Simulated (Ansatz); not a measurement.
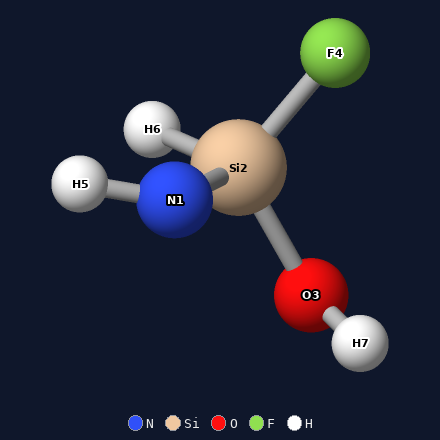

The system is FH₃NOSi, SMILES [NH][SiH](O)F, spin multiplicity 2; the picture shows the reference structure. Coordinates scanned: (1) bond length Si2–O3; (2) dihedral N1–Si2–O3–H7. Nothing is relaxed (all other coordinates rigid). The grid has 7 × 8 points. Energies: kcal/mol, counted from the lowest grid point. Computed with UKS B3LYP-D4/def2-TZVP in Ansatz.

Its coordinates:

```xyz
7

N    -0.7043    0.6302   -1.0704
Si   -0.1138   -0.1540    0.3697
O     1.4915   -0.3664    0.1928
F    -0.8958   -1.5457    0.4227
H    -1.2377    1.4931   -0.9583
H    -0.3081    0.5138    1.6636
H     1.8294   -0.6389   -0.6657
```

Range: bond length Si2–O3 from 1.401 to 2.281 Å; dihedral N1–Si2–O3–H7 from −180 to 135°.

**Predict the map.**

The lowest grid point is at bond length Si2–O3 = 1.694 Å, dihedral N1–Si2–O3–H7 = −45°. The bottom of the well lies between grid points, at about bond length Si2–O3 = 1.628 Å, dihedral N1–Si2–O3–H7 = −40°, about 1.5 kcal/mol lower on the interpolated surface. The highest grid point, bond length Si2–O3 = 2.281 Å, dihedral N1–Si2–O3–H7 = −180°, lies 61.2 kcal/mol above the lowest. Round the minimum the two coordinates are nearly uncoupled.

```csv
"dihedral N1–Si2–O3–H7 ↓, bond length Si2–O3 →",1.401,1.548,1.694,1.841,1.987,2.134,2.281
135,33.2,4.0,2.3,12.9,28.3,44.9,60.9
90,34.6,5.2,3.3,13.8,28.9,45.3,61.1
45,34.8,5.4,3.4,13.7,28.8,45.2,60.9
0,32.1,2.9,1.2,11.8,27.2,43.7,59.7
−45,30.6,1.5,0.0,10.8,26.2,43.0,59.1
−90,32.4,3.2,1.4,12.0,27.3,43.9,60.0
−135,33.9,4.6,2.7,13.3,28.5,45.1,61.2
−180,33.2,4.0,2.4,13.0,28.5,45.1,61.2
```

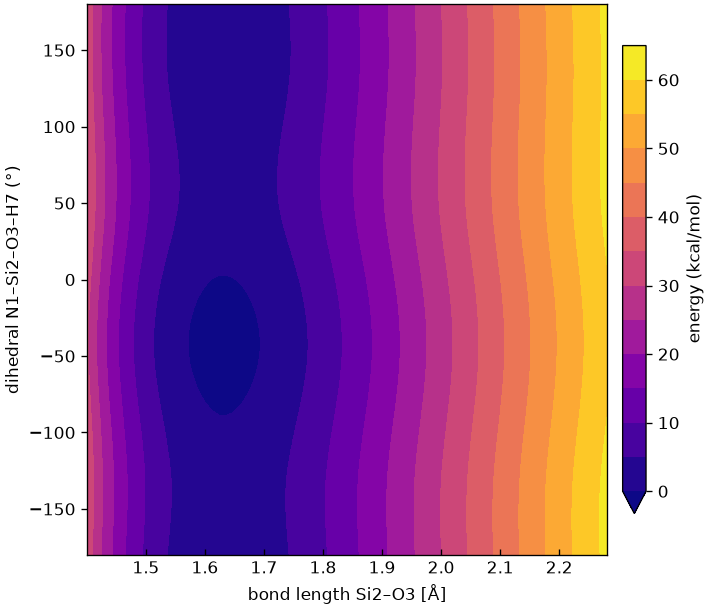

The picture shows filled contours. Between grid points the surface is interpolated.

Each point was launched as `ansatz run input.yaml --threads 1 --pin off --max-ram 2560MiB --backend cpu --events-out ev --progress --plain --runs-dir out`. Time for the 56 points that were run: 11 min on 1 thread of Intel(R) Xeon(R) Platinum 8375C CPU @ 2.90GHz (Ice Lake), with other jobs on the host.
